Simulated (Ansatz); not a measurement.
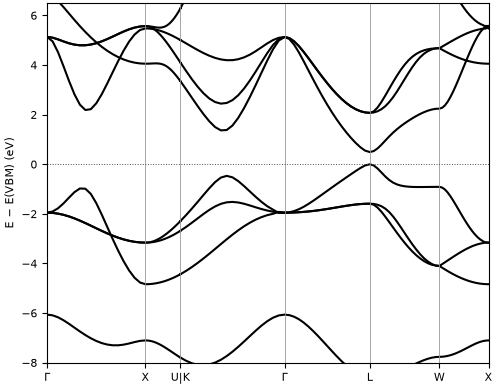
Fig. 1. Band structure from the program Ansatz at the PBE level (PAW)

### Question
Read off the gap and where the band edges lie.

### Answer
About 0.5 eV (0.49 eV by a search for the band edges); maximum at L, minimum at L.

The material is PbS (rock salt, Fm-3m).

The PBE relaxation kept the symmetry of its start. Scalar-relativistic: spin–orbit coupling is off unless named, which matters more the heavier the elements.

Potentials: the later of the program's two PAW sets.
